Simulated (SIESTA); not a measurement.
Band structure of ScCoC₂ (P4/nmm, 8 atoms in the cell).

```
ScCoC2
1.0
    3.34281     0.00000     0.00000
    0.00000     3.34281     0.00000
    0.00000     0.00000     7.18148
Sc Co C
2 2 4
Direct
  0.50000   0.00000   0.65433
  0.00000   0.50000   0.34567
  0.50000   0.50000   0.00000
  0.00000   0.00000   0.00000
  0.00000   0.50000   0.85013
  0.50000   0.00000   0.14987
  0.50000   0.00000   0.34670
  0.00000   0.50000   0.65330
```

Method: GGA PBEsol, numerical atomic orbitals DZP, PseudoDojo PBEsol standard norm-conserving potentials (rewritten from UPF to PSML) (SIESTA).

Settings: XC.functional = GGA; XC.authors = PBEsol; potentials = PseudoDojo PBEsol standard; PAO.BasisSize = DZP; PAO.EnergyShift = 0.01 Ry; MeshCutoff = 400 Ry; kgrid.MonkhorstPack = 8 8 4; OccupationFunction = MP; OccupationMPOrder = 0; ElectronicTemperature = 1578.21 K; MaxSCFIterations = 150; SCF.Mixer.Method = Broyden; SCF.Mixer.Weight = 0.2; SCF.Mixer.History = 6.

The starting cell comes from a database of computed structures (which also holds hypothetical and non-ambient phases and stackings), without a prior relaxation at this level. Spin polarisation is off. Values carry the incompleteness of an atom-centred basis.

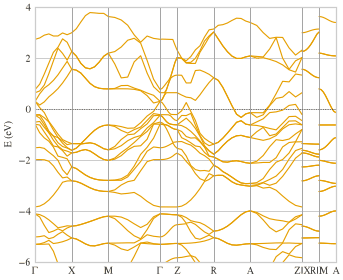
Figure: Bands along the path, energies from the Fermi level.

Levels in eV from the Fermi level, bands 33 to 38:
```json
[
 {"point": "Γ", "33": "-0.25", "34": "-0.25", "35": "-0.22", "36": "0.30", "37": "0.30", "38": "0.30"},
 {"point": "X", "33": "-1.62", "34": "-1.62", "35": "-1.36", "36": "-1.36", "37": "1.56", "38": "1.56"},
 {"point": "M", "33": "-1.60", "34": "-1.60", "35": "-0.63", "36": "-0.63", "37": "0.79", "38": "0.79"},
 {"point": "Z", "33": "-0.62", "34": "-0.62", "35": "-0.46", "36": "-0.22", "37": "0.64", "38": "1.33"},
 {"point": "R", "33": "-1.77", "34": "-1.77", "35": "-1.38", "36": "-1.38", "37": "1.23", "38": "1.23"},
 {"point": "A", "33": "-1.12", "34": "-1.12", "35": "-0.63", "36": "-0.63", "37": "-0.14", "38": "-0.14"}
]
```

Bands cross the Fermi level along this path, so the cell is metallic at this level.

Higher empty bands are left out: an atom-centred basis made for the valence describes them poorly.
